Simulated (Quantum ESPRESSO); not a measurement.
# How volume moves the moments of NiO

How does volume change the magnetic state of NiO?

Calculated with Quantum ESPRESSO 7.5; LDA with U = 6 eV on Ni d (ortho-atomic projectors); plane waves with GBRV 1.5 LDA potentials, no spin-orbit coupling.

## (1) Set-up

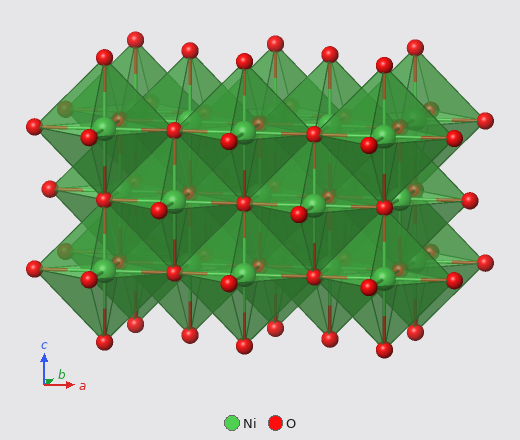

The starting structure, seen slightly off an axis (nickel green, oxygen red). 2×1×1 cells are drawn. This picture shows the conventional cell, with its axes. Some periodic images of atoms are drawn too.

The lattice constants were typed from memory of published values and not checked against a source.

## (2) Volume 0.88, ferro +

All lengths scale alike; the factor is that of the volume. Atoms keep their fractional places. Seeded atoms are those given a starting moment.

Input file pw.in:

```
&CONTROL
  calculation = 'scf'
  prefix = 'pwscf'
  outdir = './tmp'
  pseudo_dir = './pseudo'
  disk_io = 'nowf'
  tprnfor = .true.
  tstress = .true.
/
&SYSTEM
  ibrav = 0
  celldm(1) = 8
  nat = 2
  ntyp = 2
  ecutwfc = 40
  ecutrho = 280
  nbnd = 20
  occupations = 'smearing'
  smearing = 'fd'
  degauss = 0.00367493
  nspin = 2
  starting_magnetization(1) = 0.1111
  starting_magnetization(2) = 0
/
&ELECTRONS
  conv_thr = 4d-09
  electron_maxstep = 150
  mixing_beta = 0.3
/
ATOMIC_SPECIES
Ni     58.6934 ni_lda_v1.4.uspp.F.UPF
O      15.9990 o_lda_v1.2.uspp.F.UPF
CELL_PARAMETERS alat
   0.0000000000000    0.4727565816007    0.4727565816007
   0.4727565816007    0.0000000000000    0.4727565816007
   0.4727565816007    0.4727565816007    0.0000000000000
ATOMIC_POSITIONS crystal
Ni      0.0000000000    0.0000000000    0.0000000000
O       0.5000000000    0.5000000000    0.5000000000
K_POINTS automatic
12 12 12 0 0 0
HUBBARD {ortho-atomic}
U Ni-3d 6.0000
```

Started as:

```bash
> OMP_NUM_THREADS=1 mpirun -n 4 pw.x -nk 4 -in pw.in > pw.out
```

Output:

```text
Program PWSCF v.7.5 starts

     Message from routine setup:
     using ibrav=0 with symmetry is DISCOURAGED, use correct ibrav instead

     K-points division:     npool     =       4
     Subspace diagonalization in iterative solution of the eigenvalue problem:

     bravais-lattice index     =            0
     lattice parameter (alat)  =       8.0000  a.u.
     unit-cell volume          =     108.1964 (a.u.)^3
     number of atoms/cell      =            2
     number of atomic types    =            2
     number of electrons       =        24.00
     number of Kohn-Sham states=           20
     kinetic-energy cutoff     =      40.0000  Ry
     charge density cutoff     =     280.0000  Ry
     scf convergence threshold =      4.0E-09
     mixing beta               =       0.3000
     number of iterations used =            8  plain     mixing
     Exchange-correlation= SLA  PZ   NOGX NOGC
                           (   1   1   0   0   0   0   0)
     Hubbard projectors: ortho-atomic
     Hubbard parameters of DFT+U (Dudarev formulation) in eV:
     U(Ni-3d) =  6.0000

     Internal variables: lda_plus_u =T, lda_plus_u_kind = 0

     Internal variables: orbital_resolved =F, hub_pot_fix =F, apply_U = F

     celldm(1)=   8.000000  celldm(2)=   0.000000  celldm(3)=   0.000000
     celldm(4)=   0.000000  celldm(5)=   0.000000  celldm(6)=   0.000000

     crystal axes: (cart. coord. in units of alat)
               a(1) = (   0.000000   0.472757   0.472757 )
               a(2) = (   0.472757   0.000000   0.472757 )
               a(3) = (   0.472757   0.472757   0.000000 )

     reciprocal axes: (cart. coord. in units 2 pi/alat)
               b(1) = ( -1.057627  1.057627  1.057627 )
               b(2) = (  1.057627 -1.057627  1.057627 )
               b(3) = (  1.057627  1.057627 -1.057627 )

     PseudoPot. # 1 for Ni read from file:
     ni_lda_v1.4.uspp.F.UPF
     Pseudo is Ultrasoft + core correction, Zval = 18.0

     PseudoPot. # 2 for O  read from file:
     o_lda_v1.2.uspp.F.UPF
     Pseudo is Ultrasoft + core correction, Zval =  6.0

     atomic species   valence    mass     pseudopotential
     Ni               18.00    58.69340     Ni( 1.00)
     O                 6.00    15.99900     O ( 1.00)

     Starting magnetic structure
     atomic species   magnetization
     Ni              0.111
     O               0.000

     48 Sym. Ops., with inversion, found

   Cartesian axes

     site n.     atom                  positions (alat units)
         1        Ni     tau(   1) = (   0.0000000   0.0000000   0.0000000  )
         2        O      tau(   2) = (   0.4727566   0.4727566   0.4727566  )

     number of k points=    72  Fermi-Dirac smearing, width (Ry)=  0.0037
                       cart. coord. in units 2pi/alat
        k(    1) = (   0.0000000   0.0000000   0.0000000), wk =   0.0005787
        k(    2) = (   0.0881356   0.0881356  -0.0881356), wk =   0.0046296
        k(    3) = (   0.1762711   0.1762711  -0.1762711), wk =   0.0046296
        k(    4) = (   0.2644067   0.2644067  -0.2644067), wk =   0.0046296
        k(    5) = (   0.3525422   0.3525422  -0.3525422), wk =   0.0046296
        [... 67 further k-points ...]

     Dense  grid:     8609 G-vectors     FFT dimensions: (  30,  30,  30)

     Smooth grid:     3695 G-vectors     FFT dimensions: (  24,  24,  24)

     Check: negative core charge=   -0.000016
     Generating pointlists ...
     new r_m :   0.1950 (alat units)  1.5601 (a.u.) for type    1
     new r_m :   0.1950 (alat units)  1.5601 (a.u.) for type    2

     Initial potential from superposition of free atoms

     starting charge      22.0000, renormalised to      24.0000

     STARTING HUBBARD OCCUPATIONS:

     =================== HUBBARD OCCUPATIONS ===================
     ------------------------ ATOM    1 ------------------------
     Tr[ns(  1)] (up, down, total) =   5.00000  3.00000  8.00000
     Atomic magnetic moment for atom   1 =   2.00000
     [... lines left out ...]
     Number of occupied Hubbard levels =    8.0000

     Atomic wfc used for Hubbard projectors are orthogonalized

     Starting wfcs are   17 randomized atomic wfcs +    3 random wfcs

     Self-consistent Calculation

     iteration #  1     ecut=    40.00 Ry     beta= 0.30
     Davidson diagonalization with overlap
     ethr =  1.00E-02,  avg # of iterations =  5.8

     =================== HUBBARD OCCUPATIONS ===================
     ------------------------ ATOM    1 ------------------------
     Tr[ns(  1)] (up, down, total) =   3.43599  1.00880  4.44479
     Atomic magnetic moment for atom   1 =   2.42718
     [... lines left out ...]
     Number of occupied Hubbard levels =    4.4448

     total energy              =    -368.21927563 Ry
     estimated scf accuracy    <      25.12891607 Ry

     total magnetization       =     2.57 Bohr mag/cell
     absolute magnetization    =     2.62 Bohr mag/cell

     iteration #  2     ecut=    40.00 Ry     beta= 0.30
     Davidson diagonalization with overlap
     ethr =  1.00E-02,  avg # of iterations =  3.1

     total energy              =    -373.89126025 Ry
     estimated scf accuracy    <       8.81667354 Ry

     total magnetization       =     0.27 Bohr mag/cell
     absolute magnetization    =     0.28 Bohr mag/cell

     [... further iterations left out ...]

     iteration # 12     ecut=    40.00 Ry     beta= 0.30
     Davidson diagonalization with overlap
     ethr =  6.82E-11,  avg # of iterations =  1.7

     total energy              =    -375.29066700 Ry
     estimated scf accuracy    <          8.2E-09 Ry

     total magnetization       =     2.00 Bohr mag/cell
     absolute magnetization    =     2.01 Bohr mag/cell

     iteration # 13     ecut=    40.00 Ry     beta= 0.30
     Davidson diagonalization with overlap
     ethr =  3.41E-11,  avg # of iterations =  1.4

     Magnetic moment per site  (integrated on atomic sphere of radius R)
     atom   1 (R=0.195)  charge= 15.4875  magn=  1.6695
     atom   2 (R=0.195)  charge=  5.5990  magn=  0.2614

     End of self-consistent calculation

     =================== HUBBARD OCCUPATIONS ===================
     ------------------------ ATOM    1 ------------------------
     Tr[ns(  1)] (up, down, total) =   4.96853  3.28095  8.24948
     Atomic magnetic moment for atom   1 =   1.68757
     [... lines left out ...]
     Number of occupied Hubbard levels =    8.2495

     Number of k-points >= 100: set verbosity='high' to print the bands.

     the Fermi energy is    16.7711 ev

!    total energy              =    -375.29066707 Ry
     estimated scf accuracy    <          7.2E-10 Ry
     smearing contrib. (-TS)   =      -0.00000001 Ry
     internal energy E=F+TS    =    -375.29066706 Ry

     The total energy is F=E-TS. E is the sum of the following terms:
     one-electron contribution =    -200.11981836 Ry
     hartree contribution      =     116.55657543 Ry
     xc contribution           =     -42.47582669 Ry
     ewald contribution        =    -249.32659893 Ry
     Hubbard energy            =       0.07500149 Ry

     total magnetization       =     2.00 Bohr mag/cell
     absolute magnetization    =     2.01 Bohr mag/cell

     convergence has been achieved in  13 iterations

     Forces acting on atoms (cartesian axes, Ry/au):

     atom    1 type  1   force =    -0.00000000   -0.00000000    0.00000000
     atom    2 type  2   force =     0.00000000    0.00000000   -0.00000000

     Total force =     0.000000     Total SCF correction =     0.000000

     Computing stress (Cartesian axis) and pressure

          total   stress  (Ry/bohr**3)                   (kbar)     P=      276.89
   0.00188224  -0.00000000   0.00000000          276.89       -0.00        0.00
  -0.00000000   0.00188224   0.00000000           -0.00      276.89        0.00
   0.00000000   0.00000000   0.00188224            0.00        0.00      276.89

=------------------------------------------------------------------------------=
   JOB DONE.
=------------------------------------------------------------------------------=
```

Wall time 8.7 s (4 MPI ranks of AMD EPYC 7B13 (Zen 3), shared host); peak memory 0.3 GiB; 33 s of CPU time.

Spin moment in the atom's sphere by atom:

```csv
atom,spin moment in the atom's sphere (μB)
Ni1,1.67
O2,0.26
```

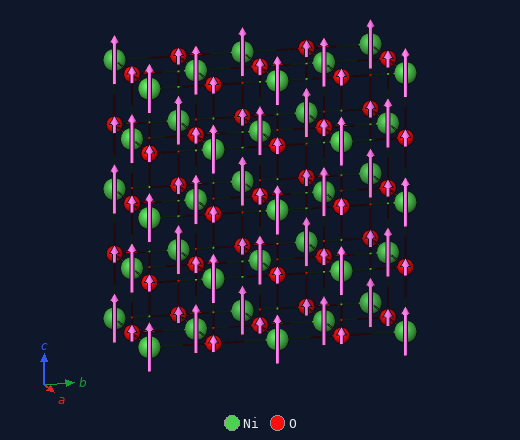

Spin moment in the atom's sphere as arrows, the longest 1.67 μB. Up and down stand for the sign. Arrows give size and sign along the axis of quantisation, drawn up and down the page. Each arrow also spans its atom, so small moments look longer than they are. 1×2×2 conventional cells are drawn. Some periodic images of atoms are drawn too.

This step gave:

| Item | Value |
| --- | --- |
| smearing term TS | 1.16e-7 eV |
| pressure | 27.69 GPa |
| magnetization | 2 μB |
| absolute magnetization | 2.011 μB |
| final state | ferromagnetic |

## (3) Volume 0.88, antiferro q=(0,0,1/2) +-

The wavevector q is in fractions of the reciprocal vectors of the crystal's primitive cell, as the cells of these inputs are built from it; moments change sign between cells as cos(2π q·R).

Input file pw.in:

```
&CONTROL
  calculation = 'scf'
  prefix = 'pwscf'
  outdir = './tmp'
  pseudo_dir = './pseudo'
  disk_io = 'nowf'
  tprnfor = .true.
  tstress = .true.
/
&SYSTEM
  ibrav = 0
  celldm(1) = 8
  nat = 4
  ntyp = 3
  ecutwfc = 40
  ecutrho = 280
  nbnd = 33
  occupations = 'smearing'
  smearing = 'fd'
  degauss = 0.00367493
  nspin = 2
  starting_magnetization(1) = 0.1111
  starting_magnetization(2) = -0.1111
  starting_magnetization(3) = 0
/
&ELECTRONS
  conv_thr = 8d-09
  electron_maxstep = 150
  mixing_beta = 0.3
/
ATOMIC_SPECIES
Ni1    58.6934 ni_lda_v1.4.uspp.F.UPF
Ni2    58.6934 ni_lda_v1.4.uspp.F.UPF
O      15.9990 o_lda_v1.2.uspp.F.UPF
CELL_PARAMETERS alat
   0.0000000000000    0.4727565816007    0.4727565816007
   0.4727565816007    0.0000000000000    0.4727565816007
   0.9455131631991    0.9455131631991    0.0000000000000
ATOMIC_POSITIONS crystal
Ni1     0.0000000000    0.0000000000    0.0000000000
Ni2     0.0000000000    0.0000000000    0.5000000000
O       0.5000000000    0.5000000000    0.2500000000
O       0.5000000000    0.5000000000    0.7500000000
K_POINTS automatic
12 12 6 0 0 0
HUBBARD {ortho-atomic}
U Ni1-3d 6.0000
U Ni2-3d 6.0000
```

Output:

```text
     [... lines left out ...]
Program PWSCF v.7.5 starts
     [... lines left out ...]
     number of atoms/cell      =            4
     [... lines left out ...]
     number of electrons       =        48.00
     number of Kohn-Sham states=           33
     kinetic-energy cutoff     =      40.0000  Ry
     charge density cutoff     =     280.0000  Ry
     scf convergence threshold =      8.0E-09
     [... lines left out ...]
     12 Sym. Ops., with inversion, found
     [... lines left out ...]
     number of k points=    98  Fermi-Dirac smearing, width (Ry)=  0.0037
     [... lines left out ...]
     iteration # 16     ecut=    40.00 Ry     beta= 0.30
     [... lines left out ...]
     Magnetic moment per site  (integrated on atomic sphere of radius R)
     atom   1 (R=0.195)  charge= 15.5062  magn=  1.5823
     atom   2 (R=0.195)  charge= 15.5062  magn= -1.5823
     atom   3 (R=0.195)  charge=  5.5828  magn=  0.0000
     atom   4 (R=0.195)  charge=  5.5828  magn=  0.0000
     [... lines left out ...]
     Tr[ns(  1)] (up, down, total) =   4.95240  3.34181  8.29421
     [... lines left out ...]
     Tr[ns(  2)] (up, down, total) =   3.34181  4.95240  8.29421
     [... lines left out ...]
     the Fermi energy is    16.4379 ev
!    total energy              =    -750.60825536 Ry
     estimated scf accuracy    <          2.6E-10 Ry
     smearing contrib. (-TS)   =      -0.00000000 Ry
     [... lines left out ...]
     total magnetization       =    -0.00 Bohr mag/cell
     absolute magnetization    =     3.45 Bohr mag/cell
     convergence has been achieved in  16 iterations
     [... lines left out ...]
     Total force =     0.000000     Total SCF correction =     0.000001
     [... lines left out ...]
          total   stress  (Ry/bohr**3)                   (kbar)     P=      222.83
     [... lines left out ...]
```

Wall time 40 s (4 MPI ranks); peak memory 0.46 GiB; 2.7 min of CPU time.

Spin moment in the atom's sphere by atom:

```csv
atom,spin moment in the atom's sphere (μB)
Ni1,1.58
Ni2,-1.58
O3,0.00
O4,0.00
```

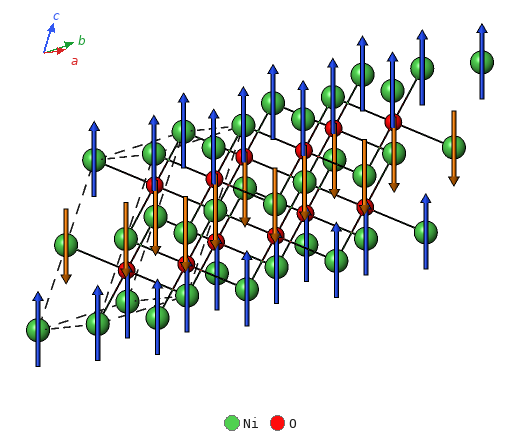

Spin moment in the atom's sphere as arrows, the longest 1.58 μB. Up and down stand for the sign. Arrows give size and sign along the axis of quantisation, drawn up and down the page. The two directions have two colours. Bonds to atoms that aren't drawn are left out. 2×3×1 cells are drawn. Some periodic images of atoms are drawn too.

Read from the output:

```yaml
smearing_term_ts: 3.31e-13 eV
pressure: 22.28 GPa
magnetization: 0 μB
absolute_magnetization: 3.445 μB
final_state: antiferromagnetic
```

## (4) Volume 0.88, no spin polarisation

Input file pw.in:

```
&CONTROL
  calculation = 'scf'
  prefix = 'pwscf'
  outdir = './tmp'
  pseudo_dir = './pseudo'
  disk_io = 'nowf'
  tprnfor = .true.
  tstress = .true.
/
&SYSTEM
  ibrav = 0
  celldm(1) = 8
  nat = 2
  ntyp = 2
  ecutwfc = 40
  ecutrho = 280
  nbnd = 19
  occupations = 'smearing'
  smearing = 'fd'
  degauss = 0.00367493
/
&ELECTRONS
  conv_thr = 4d-09
  electron_maxstep = 150
  mixing_beta = 0.3
/
ATOMIC_SPECIES
Ni     58.6934 ni_lda_v1.4.uspp.F.UPF
O      15.9990 o_lda_v1.2.uspp.F.UPF
CELL_PARAMETERS alat
   0.0000000000000    0.4727565816007    0.4727565816007
   0.4727565816007    0.0000000000000    0.4727565816007
   0.4727565816007    0.4727565816007    0.0000000000000
ATOMIC_POSITIONS crystal
Ni      0.0000000000    0.0000000000    0.0000000000
O       0.5000000000    0.5000000000    0.5000000000
K_POINTS automatic
12 12 12 0 0 0
HUBBARD {ortho-atomic}
U Ni-3d 6.0000
```

Output:

```text
     [... lines left out ...]
Program PWSCF v.7.5 starts
     [... lines left out ...]
     number of atoms/cell      =            2
     [... lines left out ...]
     number of electrons       =        24.00
     number of Kohn-Sham states=           19
     kinetic-energy cutoff     =      40.0000  Ry
     charge density cutoff     =     280.0000  Ry
     scf convergence threshold =      4.0E-09
     [... lines left out ...]
     48 Sym. Ops., with inversion, found
     [... lines left out ...]
     number of k points=    72  Fermi-Dirac smearing, width (Ry)=  0.0037
     [... lines left out ...]
     iteration # 11     ecut=    40.00 Ry     beta= 0.30
     [... lines left out ...]
     Tr[ns(  1)] =   8.55043
     [... lines left out ...]
     the Fermi energy is    16.3061 ev
!    total energy              =    -375.19041815 Ry
     estimated scf accuracy    <          2.2E-10 Ry
     smearing contrib. (-TS)   =      -0.00096979 Ry
     [... lines left out ...]
     convergence has been achieved in  11 iterations
     [... lines left out ...]
     Total force =     0.000000     Total SCF correction =     0.000000
     [... lines left out ...]
          total   stress  (Ry/bohr**3)                   (kbar)     P=       66.57
     [... lines left out ...]
```

It took 4.5 s on 4 MPI ranks; peak memory 0.28 GiB; 17 s of CPU time.

This step gave:

* smearing term TS: 0.01319 eV
* pressure: 6.657 GPa
* final state: non-magnetic (no spin polarisation)

(Part 1 of 2 ends here.)

[Logs and program files are shortened in this print: banners, set-up blocks, solver, clock and traceback lines can be left out without a mark of their own.]

[Logs are printed without paths, hosts, clocks, repeated set-up lines and the standing remarks that a program may print on its own settings, such as how far it seeks lower states.]

[Hosts, paths, dates, database ids (printed as entryN), source tags and the programs' standing remarks are cut or masked in the printed files.]

[Where a cell is said to come from a database of computed structures, the database is the Materials Project.]
